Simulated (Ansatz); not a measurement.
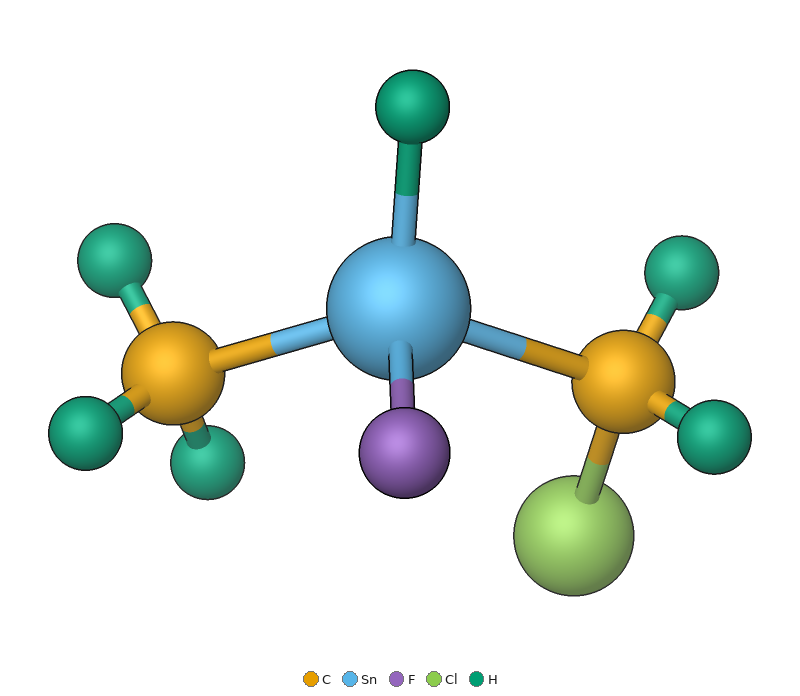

Computed geometry: PBE-D4/def2-SVP optimisation. No frequency run is at hand to confirm it as a minimum. Properties computed with RKS PBE-D4/def2-SVP, core potentials on Sn (Ansatz 0.2.0).

Estimate the dispersion correction.

Answer. −23.9 kJ/mol.

Give the dipole moment at this level.

Answer. 2.69 D.
